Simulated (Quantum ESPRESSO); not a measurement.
Density of states of Li (Fm-3m, 1 atom in the cell).

```yaml
crystal:
  lattice:
    - [0.00000, 2.20200, 2.20200]
    - [2.20200, 0.00000, 2.20200]
    - [2.20200, 2.20200, 0.00000]
  atoms:
    - { symbol: Li, position: [0.00000, 0.00000, 0.00000] }
```

Computed with PBEsol, GBRV 1.5 ultrasoft (PBESOL) pseudopotentials (plane waves; Quantum ESPRESSO).

SCF settings: ecutwfc = 40 Ry; ecutrho = 200 Ry; occupations = smearing; smearing = gauss; degauss = 0.019992 Ry; potentials = {Li: li_pbesol_v1.4.uspp.F.UPF}; K_POINTS = automatic 10 10 10 0 0 0; conv_thr = 1e-10 Ry; mixing_beta = 0.4. Keys of the DOS step: nscf.calculation = nscf; nscf.verbosity = high; nscf.nbnd = 8; nscf.startingwfc = random; nscf.diago_thr_init = 1e-06; nscf.diagonalization = cg; nscf.K_POINTS = automatic 15 15 15 0 0 0; dos.x.fildos = dos.dat; dos.x.Emin = -15 eV; dos.x.Emax = 30 eV; dos.x.DeltaE = 0.05 eV; dos.x.ngauss = 0; dos.x.degauss = 0.02205 Ry.

The starting cell comes from a database of published, mostly measured structures (it also holds non-ambient and calculated ones), without a prior relaxation at this level.

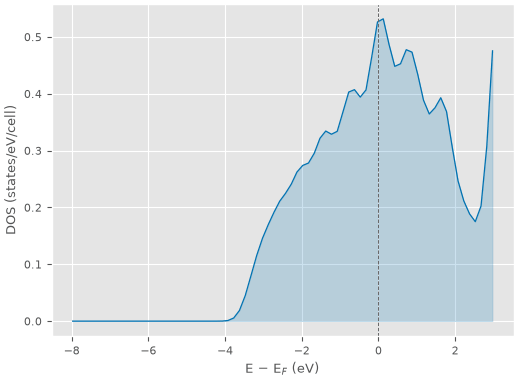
Figure: Total density of states, both spins summed.

Total DOS (both spins), as means of the tabulated values in each energy bin; the zero is the program's Fermi level or highest filled level, and the curve is cut to this window:

| E (eV) | states/eV/cell |
|---|---|
| -7.80 | 0.00 |
| -7.40 | 0.00 |
| -7.00 | 0.00 |
| -6.60 | 0.00 |
| -6.20 | 0.00 |
| -5.80 | 0.00 |
| -5.40 | 0.00 |
| -5.00 | 0.00 |
| -4.60 | 0.00 |
| -4.20 | 0.00 |
| -3.80 | 0.01 |
| -3.40 | 0.06 |
| -3.00 | 0.14 |
| -2.60 | 0.21 |
| -2.20 | 0.25 |
| -1.80 | 0.28 |
| -1.40 | 0.33 |
| -1.00 | 0.35 |
| -0.60 | 0.40 |
| -0.20 | 0.47 |
| 0.20 | 0.51 |
| 0.60 | 0.46 |
| 1.00 | 0.43 |
| 1.40 | 0.37 |
| 1.80 | 0.36 |
| 2.20 | 0.22 |
| 2.60 | 0.19 |

Around zero the curve holds about 0.5 states/eV/cell.
